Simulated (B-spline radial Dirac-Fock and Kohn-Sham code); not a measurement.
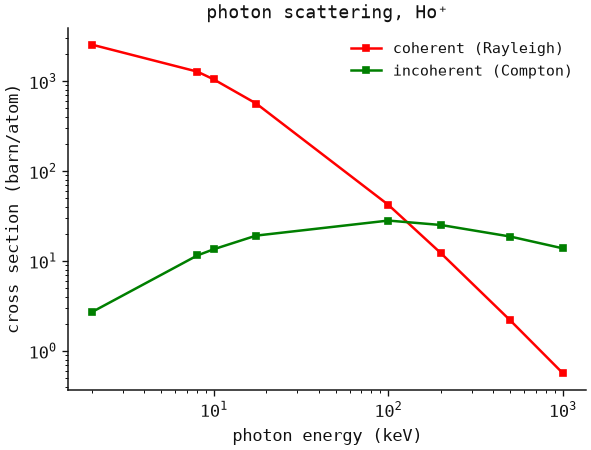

Coherent and incoherent photon scattering cross sections against photon energy, computed at the marked points and joined by straight lines. System: holmium in charge state +1 (Ho⁺) in the configuration [Xe] 4f11 6s1, inside a Watson sphere of charge −1 and radius 1.6 Å that stands in for a crystal. Method: Thomson × f² and Klein–Nishina × S on Dirac–Fock densities, without anomalous dispersion (computed with a radial B-spline solver).

### Where does Compton scattering overtake Rayleigh scattering?

Between 100 keV and 200 keV.

### What are the two cross sections at 100.0 keV?

Coherent 42.2 b, incoherent 28.2 b.
